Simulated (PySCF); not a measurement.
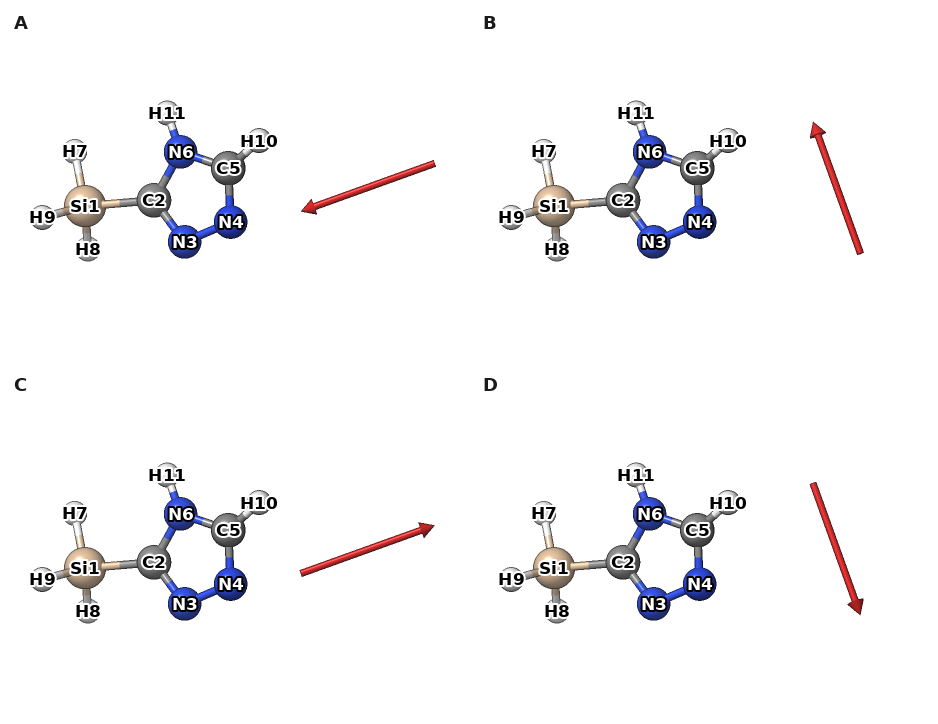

The same molecule four times, each with an arrow. Computed geometry: GFN2-xTB optimisation. No frequency run is at hand to confirm it as a minimum. Level of theory: CAM-B3LYP/def2-SVPD, gas phase (PySCF 2.14.0).

Which arrow points along the dipole moment, from the negative to the positive end?

B. The dipole moment is 5.32 D; it points from the side of N3, N4 to the side of H7 (the outermost atoms at the two ends).

The geometry is semi-empirical. Around Si such bond lengths and angles can be off by a tenth of an ångström or more and by several degrees, and values that hang on the shape move with them.
